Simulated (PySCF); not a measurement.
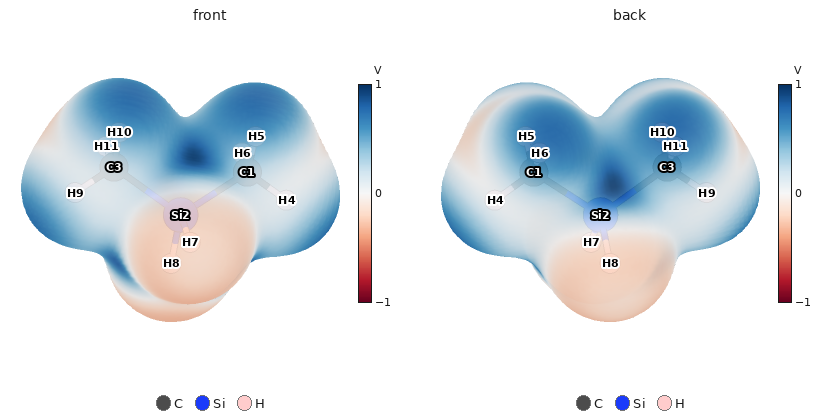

*C2H8Si (dimethylsilane). The molecular electrostatic potential painted on the density surface at 0.002 e/bohr³, seen from the front and from behind; red is negative and blue positive.*

Geometry: PBE0-D3(BJ)/def2-SVP.

Theory: DFT single point, gas phase, functional wB97X in PySCF.

```xyz
11

C     1.4779    0.5602   -0.1654
Si    0.1208   -0.7059    0.1413
C    -1.5852    0.0761    0.0150
H     2.4746    0.1008   -0.0809
H     1.4201    1.3833    0.5639
H     1.3878    0.9926   -1.1741
H     0.2950   -1.3071    1.5031
H     0.2379   -1.8158   -0.8589
H    -2.3770   -0.6728    0.1692
H    -1.7118    0.8652    0.7725
H    -1.7356    0.5299   -0.9770
```

> Which sites attract a positive test charge, and which a negative one?

A positive charge is drawn to the negative regions and a negative charge to the positive ones. The most negative region (about −0.3 V, or −7 kcal/mol for a unit charge) lies over H7 and H8, the most positive (about +0.9 V, or +21 kcal/mol for a unit charge) over Si2.

> How polar is the molecule by this calculation?

Its dipole moment is 0.77 D.
